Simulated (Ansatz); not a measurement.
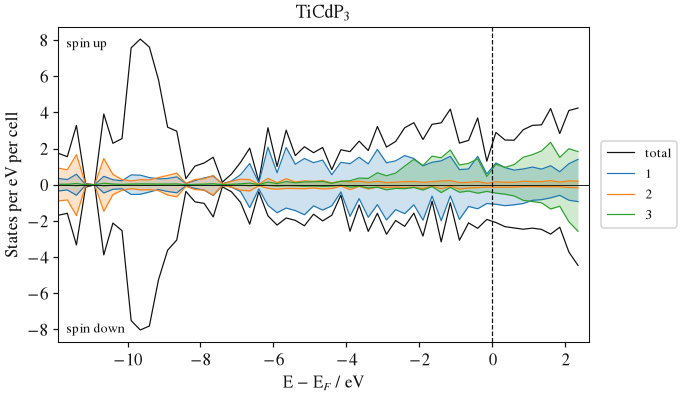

Density of states. Energies are counted from the Fermi level. The partial curves are projected on Löwdin-orthogonalised atomic shells. Spin-down states are drawn negative.

Structure: TiCdP₃ (amorphous cell), 10 atoms in the cell.

Level of theory: DFT with PBEsol, PAW plane waves, Ueff = 3.46 eV on Ti d, spin-polarised, 3×3×4 k mesh, Fermi-Dirac smearing of 0.1 eV; code Ansatz 0.2.0.

Q: Assign each number in the legend. The candidates: P 3p, P 3s, Ti 3d.

A: 1 is P 3p; 2 is P 3s; 3 is Ti 3d.

Q: Metal or insulator, and how many states lie at the Fermi level?

A: It is a metal. The density of states at the Fermi level is about 4.1 per eV and cell (mean within 0.25 eV), or 0.41 per atom.

The atoms aren't at rest in this cell (largest force 2.5 eV/Å), so the relaxed material can differ.
